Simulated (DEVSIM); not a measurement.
System: Schottky contact on n-type Ge, at 250 K.

| layer (left to right) | material | thickness (μm) | Nd (cm⁻³) | τn (s) | τp (s) |
|---|---|---|---|---|---|
| 1 | Ge | 3.40 | 1.8e16 | 3.9e-5 | 3.9e-5 |

Left contact: Schottky, work function 4.4 eV, emission velocity 8.9e6 cm/s. Right contact: ohmic. Voltage is applied to the left contact. Recombination: SRH at mid-gap, radiative. Mobility is μmin + (μ − μmin)/(1 + (N/Nref)^α).

The device is made up for the run: typed textbook-type constants, with dimensions and the other settings drawn at random. Values at 300 K; Nc and Nv go as T^1.5, mobilities as T to minus their exponent, the gap by Varshni's rule with the affinity fixed.

```
parameter               Ge
----------------  --------
gap (eV)             0.664
affinity (eV)            4
permittivity            16
Nc (cm⁻³)          1.04e19
Nv (cm⁻³)             6e18
μn (cm²/Vs)           3900
μp (cm²/Vs)           1900
μn,min                 150
μp,min                 100
Nref,n              2.6e17
Nref,p                4e17
αn                    0.56
αp                     0.6
T exponent of μn      1.66
T exponent of μp      2.33
B (cm³/s)          6.4e-14
Varshni α (eV/K)  0.000477
Varshni β (K)          235
```

Model (solved in DEVSIM): 1D drift-diffusion, Boltzmann statistics, complete ionisation; no tunnelling, impact ionisation, image-force lowering or self-heating. Metal contacts follow the ideal Schottky-Mott rule: no Fermi-level pinning, no interface dipoles.

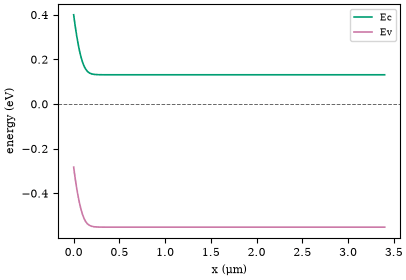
Fig. 1. Band edges at zero bias

Energies count from the Fermi level of the right contact; mesh points crowd at the junctions.

```json
[
 {"x (μm)": "0.000", "Ec (eV)": "0.400", "Ev (eV)": "-0.283", "n (cm⁻³)": "6.8e10", "p (cm⁻³)": "9.1e12", "field (V/cm)": "-32000"},
 {"x (μm)": "0.01063", "Ec (eV)": "0.367", "Ev (eV)": "-0.315", "n (cm⁻³)": "3.1e11", "p (cm⁻³)": "2.0e12", "field (V/cm)": "-30000"},
 {"x (μm)": "0.02590", "Ec (eV)": "0.325", "Ev (eV)": "-0.358", "n (cm⁻³)": "2.3e12", "p (cm⁻³)": "2.8e11", "field (V/cm)": "-26000"},
 {"x (μm)": "0.05079", "Ec (eV)": "0.265", "Ev (eV)": "-0.418", "n (cm⁻³)": "3.6e13", "p (cm⁻³)": "1.7e10", "field (V/cm)": "-21000"},
 {"x (μm)": "0.09742", "Ec (eV)": "0.187", "Ev (eV)": "-0.496", "n (cm⁻³)": "1.3e15", "p (cm⁻³)": "4.7e8", "field (V/cm)": "-12000"},
 {"x (μm)": "0.1506", "Ec (eV)": "0.146", "Ev (eV)": "-0.537", "n (cm⁻³)": "9.0e15", "p (cm⁻³)": "6.9e7", "field (V/cm)": "-4100"},
 {"x (μm)": "0.2269", "Ec (eV)": "0.133", "Ev (eV)": "-0.550", "n (cm⁻³)": "1.7e16", "p (cm⁻³)": "3.7e7", "field (V/cm)": "-490"},
 {"x (μm)": "0.3995", "Ec (eV)": "0.131", "Ev (eV)": "-0.552", "n (cm⁻³)": "1.8e16", "p (cm⁻³)": "3.5e7", "field (V/cm)": "≈ 0"},
 {"x (μm)": "0.5845", "Ec (eV)": "0.131", "Ev (eV)": "-0.552", "n (cm⁻³)": "1.8e16", "p (cm⁻³)": "3.5e7", "field (V/cm)": "≈ 0"},
 {"x (μm)": "0.8501", "Ec (eV)": "0.131", "Ev (eV)": "-0.552", "n (cm⁻³)": "1.8e16", "p (cm⁻³)": "3.5e7", "field (V/cm)": "≈ 0"},
 {"x (μm)": "1.232", "Ec (eV)": "0.131", "Ev (eV)": "-0.552", "n (cm⁻³)": "1.8e16", "p (cm⁻³)": "3.5e7", "field (V/cm)": "≈ 0"},
 {"x (μm)": "2.014", "Ec (eV)": "0.131", "Ev (eV)": "-0.552", "n (cm⁻³)": "1.8e16", "p (cm⁻³)": "3.5e7", "field (V/cm)": "≈ 0"},
 {"x (μm)": "2.443", "Ec (eV)": "0.131", "Ev (eV)": "-0.552", "n (cm⁻³)": "1.8e16", "p (cm⁻³)": "3.5e7", "field (V/cm)": "≈ 0"},
 {"x (μm)": "2.741", "Ec (eV)": "0.131", "Ev (eV)": "-0.552", "n (cm⁻³)": "1.8e16", "p (cm⁻³)": "3.5e7", "field (V/cm)": "≈ 0"},
 {"x (μm)": "3.003", "Ec (eV)": "0.131", "Ev (eV)": "-0.552", "n (cm⁻³)": "1.8e16", "p (cm⁻³)": "3.5e7", "field (V/cm)": "≈ 0"},
 {"x (μm)": "3.142", "Ec (eV)": "0.131", "Ev (eV)": "-0.552", "n (cm⁻³)": "1.8e16", "p (cm⁻³)": "3.5e7", "field (V/cm)": "≈ 0"},
 {"x (μm)": "3.228", "Ec (eV)": "0.131", "Ev (eV)": "-0.552", "n (cm⁻³)": "1.8e16", "p (cm⁻³)": "3.5e7", "field (V/cm)": "≈ 0"},
 {"x (μm)": "3.288", "Ec (eV)": "0.131", "Ev (eV)": "-0.552", "n (cm⁻³)": "1.8e16", "p (cm⁻³)": "3.5e7", "field (V/cm)": "≈ 0"},
 {"x (μm)": "3.340", "Ec (eV)": "0.131", "Ev (eV)": "-0.552", "n (cm⁻³)": "1.8e16", "p (cm⁻³)": "3.5e7", "field (V/cm)": "≈ 0"},
 {"x (μm)": "3.366", "Ec (eV)": "0.131", "Ev (eV)": "-0.552", "n (cm⁻³)": "1.8e16", "p (cm⁻³)": "3.5e7", "field (V/cm)": "≈ 0"},
 {"x (μm)": "3.385", "Ec (eV)": "0.131", "Ev (eV)": "-0.552", "n (cm⁻³)": "1.8e16", "p (cm⁻³)": "3.5e7", "field (V/cm)": "≈ 0"},
 {"x (μm)": "3.400", "Ec (eV)": "0.131", "Ev (eV)": "-0.552", "n (cm⁻³)": "1.8e16", "p (cm⁻³)": "3.5e7", "field (V/cm)": "≈ 0"}
]
```
